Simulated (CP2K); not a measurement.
Consider nitrate monohydrate at its PBE geometry (Å).

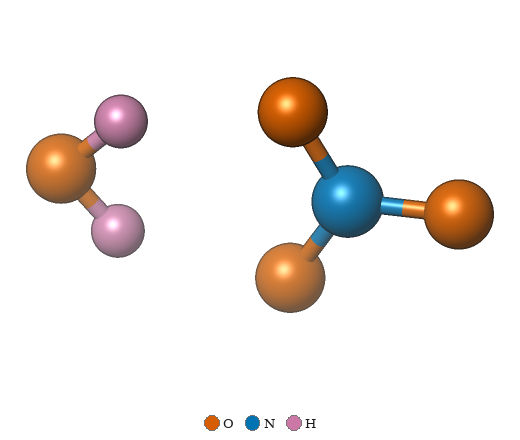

The molecule (oxygen orange, nitrogen blue, hydrogen pink).

```xyz
7

O    -0.3348   -1.1915    0.0798
N     0.8211   -0.7673    0.4476
O     1.1133    0.4755    0.3493
O     1.6738   -1.5742    0.9112
O    -1.3856    1.3053   -0.7596
H    -1.4257    0.3366   -0.5931
H    -0.4621    1.4156   -0.4353
```

Method: CP2K XAS_TDP, all-electron GAPW, PBEh(45%), aug-cc-pVDZ, TDA, GW2X-corrected core level, no relativity.

**Question.** Where do the O K-edge lines lie, and how strong are they?

Leading lines: O1 532.35 eV, O3 532.35 eV, O4 532.20 eV and O5 537.60 eV. The leading line of an atom is its first one with 35 % of the strongest within 2.5 eV of its lowest line over the strength cut. Core ionisation energies at this level: O3 533.06, O4 533.16, O1 533.04 and O5 533.74 eV.

The first six lines of each atom with a strength over 0.0015:

```
                               atom  energy (eV)  states  strength, one atom  above the computed threshold
   O1 (bonded to N, takes 1 H bond)       532.35       1              0.0256                              
                                          535.99       1              0.0035                           yes
                                          536.29       1              0.0190                           yes
                                          537.14       1              0.0289                           yes
                                          537.62       1              0.0062                           yes
                                          538.27       1              0.0092                           yes
   O3 (bonded to N, takes 1 H bond)       532.35       1              0.0258                              
                                          536.01       1              0.0025                           yes
                                          536.36       1              0.0169                           yes
                                          537.22       1              0.0304                           yes
                                          537.64       1              0.0059                           yes
                                          538.30       1              0.0103                           yes
                   O4 (bonded to N)       532.20       1              0.0287                              
                                          535.58       1              0.0020                           yes
                                          537.50       1              0.0434                           yes
                                          537.67       1              0.0055                           yes
                                          537.84       1              0.0062                           yes
                                          538.12       1              0.0064                           yes
O5 (bonded to 2 H, gives 2 H bonds)       536.13       1              0.0082                           yes
                                          536.33       1              0.0016                           yes
                                          537.60       1              0.0104                           yes
                                          537.95       1              0.0132                           yes
                                          538.35       1              0.0068                           yes
                                          538.50       1              0.0270                           yes
```

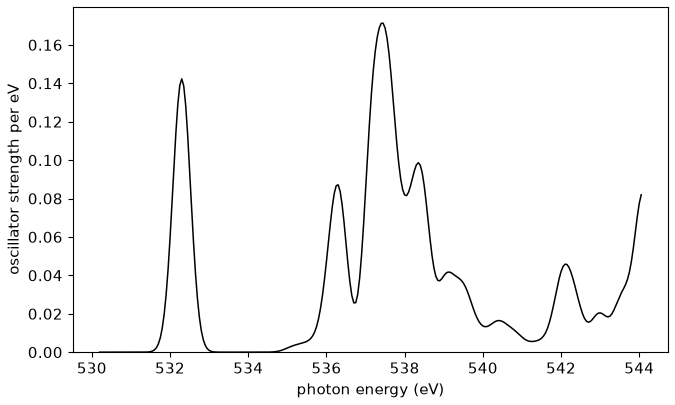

All atoms added, broadened by 0.5 eV.

Lines are vertical, at one geometry, with no vibrational structure. GW2X ionisation energies and lines can be off by 1 to 2 eV either way, and a good line position may hide errors that cancel. These values hold no scalar relativity, about 0.4 eV for O 1s. Rydberg lines, and the discretised continuum above threshold, depend on the basis and the box. This is one low-energy arrangement of the cluster, relaxed without a dispersion correction; others exist. The ion (charge -1) is isolated, with no counter-ion or solvent. In an isolated anion many lines lie above the ionisation threshold and are held only by the finite basis.

[Banner, clock and machine lines of the logs are left out without a mark of their own.]

[Logs are printed without paths, hosts, clocks, repeated set-up lines and the standing remarks that a program may print on its own settings, such as how far it seeks lower states.]

[Hosts, paths, dates, database ids (printed as entryN), source tags and the programs' standing remarks are cut or masked in the printed files.]
